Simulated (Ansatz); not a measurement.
Process, species as SMILES: C#N (CH-N) → [C-]#[NH+] (C-NH)
B3LYP-D3(BJ)/def2-TZVP geometries, fixed; electronic energies without zero-point terms.
Largest species:
```
C
N 1 1.1462
H 1 1.0667 2 180.00
```
Charge 0, spin multiplicity 1.

Basis-set convergence of the isomerisation energy at PBE0 with Ansatz (a first-principles code). Cartesian d functions, on some or all atoms, in 6-31G**; all else is spherical. The program fits the integrals of some runs and decomposes those of others, by size. No added dispersion term, no relativity. Functions are those of the species that has most. Reference: the value in pcseg-4, 13.66 kcal/mol, itself unsure by roughly 0.02 kcal/mol (its mean distance from aug-pcseg-3, aug-cc-pVQZ, cc-pV5Z). Deviations are taken from unrounded values.

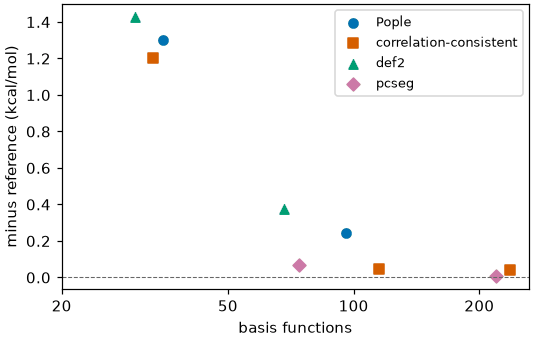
*Deviation from the reference against the number of basis functions, by family of sets.*

```json
[
 {"basis": "def2-SV(P)", "functions": "30", "isomerisation energy (kcal/mol)": "15.08", "minus reference (kcal/mol)": "1.43"},
 {"basis": "cc-pVDZ", "functions": "33", "isomerisation energy (kcal/mol)": "14.86", "minus reference (kcal/mol)": "1.20"},
 {"basis": "6-31G**", "functions": "35", "isomerisation energy (kcal/mol)": "14.95", "minus reference (kcal/mol)": "1.30"},
 {"basis": "def2-TZVP", "functions": "68", "isomerisation energy (kcal/mol)": "14.03", "minus reference (kcal/mol)": "0.38"},
 {"basis": "pcseg-2", "functions": "74", "isomerisation energy (kcal/mol)": "13.73", "minus reference (kcal/mol)": "0.07"},
 {"basis": "6-311++G(3df,3pd)", "functions": "96", "isomerisation energy (kcal/mol)": "13.90", "minus reference (kcal/mol)": "0.24"},
 {"basis": "aug-cc-pVTZ", "functions": "115", "isomerisation energy (kcal/mol)": "13.70", "minus reference (kcal/mol)": "0.05"},
 {"basis": "aug-pcseg-3", "functions": "219", "isomerisation energy (kcal/mol)": "13.66", "minus reference (kcal/mol)": "0.01"},
 {"basis": "cc-pV5Z", "functions": "237", "isomerisation energy (kcal/mol)": "13.69", "minus reference (kcal/mol)": "0.04"}
]
```
